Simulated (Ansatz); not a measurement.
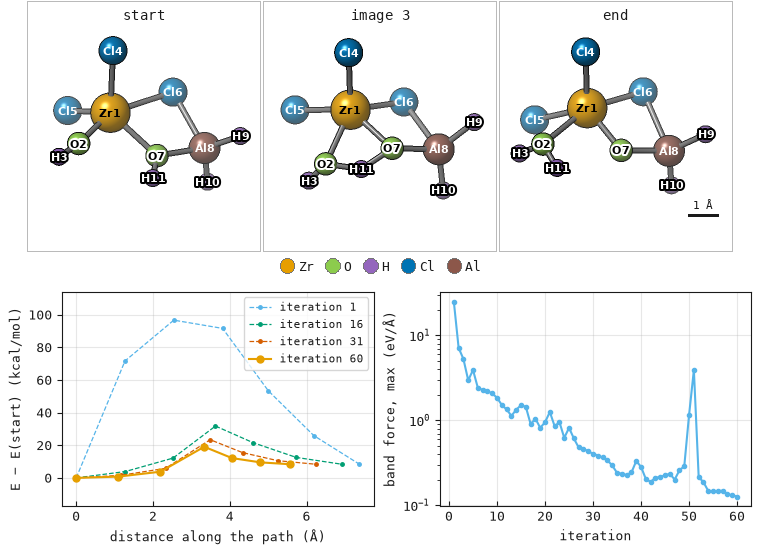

NEB run on ZrAlH$_{4}$O$_{2}$Cl$_{3}$. Images are numbered from 0 (start) to 6 (end). The plot follows the band through its iterations. Style: ball-and-stick. Shown from a free direction.

The calculation used RKS PBE/def2-SVP (Ansatz). Settings: 5 movable images; climbing image from the first iteration; force threshold 0.05 eV/Å; iteration limit 60; optimiser FIRE; starting path through a guess of the saddle point.

> Did the band converge, and can the barrier be trusted?

The result isn't final. The band hadn't converged when the run stopped after 60 iterations. The largest component of the band force went from 25 to 0.13 eV/Å. The barrier read from it is provisional, though the highest image hardly moved in the last two iterations. The first iteration put the highest image at 96.7 kcal/mol. The highest point, image 3, lies 19.1 kcal/mol above the start and 10.7 kcal/mol above the end; the end is at +8.4 kcal/mol relative to the start.

Cost: 13 min on 4 threads of Arm Neoverse V1, on a shared host, peak memory 0.26 GiB.
